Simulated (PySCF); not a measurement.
The calculation's input:

```
{"job": {"kind": "nmr", "xc": "PBE0", "basis": "pcSseg-1"}, "charge": 0, "multiplicity": 1}
Si    -4.096586     0.111264    -0.426934
C     -2.844917     1.172940     0.523469
Si    -1.172224     0.353565     0.910691
C     -0.353412    -0.236913    -0.695239
Si     1.370277    -1.014923    -0.515543
C      2.570007     0.227087     0.271705
Si     4.365459    -0.361036     0.424695
H     -5.355890     0.850401    -0.574126
H     -3.591124    -0.201530    -1.766273
H     -4.353839    -1.135162     0.298772
H     -3.296690     1.487027     1.464492
H     -2.667111     2.089133    -0.041040
H     -1.374147    -0.782592     1.820313
H     -0.322897     1.346082     1.592268
H     -0.291623     0.602035    -1.389401
H     -1.009417    -0.967115    -1.168668
H      1.864168    -1.398482    -1.848691
H      1.282517    -2.222048     0.316040
H      2.199121     0.484928     1.264037
H      2.551275     1.152735    -0.304820
H      5.180549     0.690995     1.044303
H      4.913061    -0.657822    -0.900945
H      4.428691    -1.563585     1.256849
```

Launched as:

```sh
OMP_NUM_THREADS=1 python probes_run.py task.json out
```

Geometry: GFN2-xTB.

The calculation used PBE0/pcSseg-1, SCF density, gas phase, non-relativistic (PySCF).

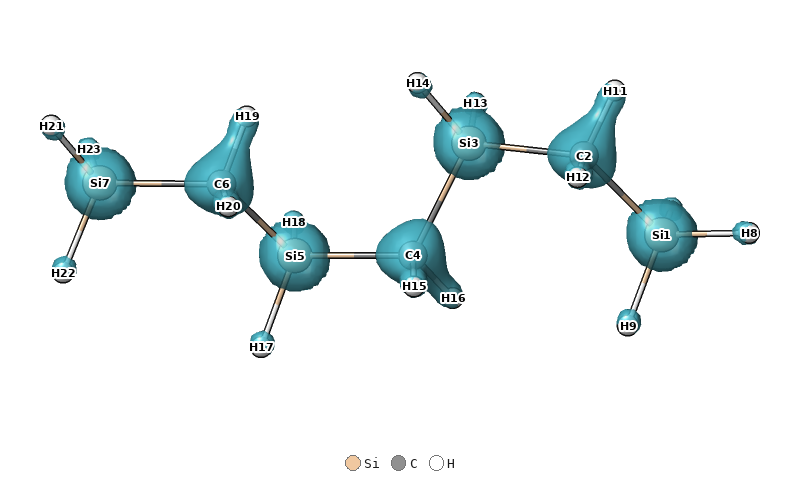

C3H16Si4 (SMILES [SiH3]C[SiH2]C[SiH2]C[SiH3]). Isosurface of the total electron density at 1.5 e/Å³ (cyan), seen at a tilt.

How is the density connected at this value?

At this value the surface falls into 17 separate pieces. It bridges the sampled C–H (1.09 Å) contacts, where the density stays above the isovalue. It is pinched off along the sampled C–Si (1.90 Å) and Si–H (1.46 Å) contacts. On the grid the lowest density along these lines, outside the cores, is 0.77 e/Å³ (C–Si, 1.90 Å), 1.8 e/Å³ (C–H, 1.09 Å) and 0.8 e/Å³ (Si–H, 1.46 Å).
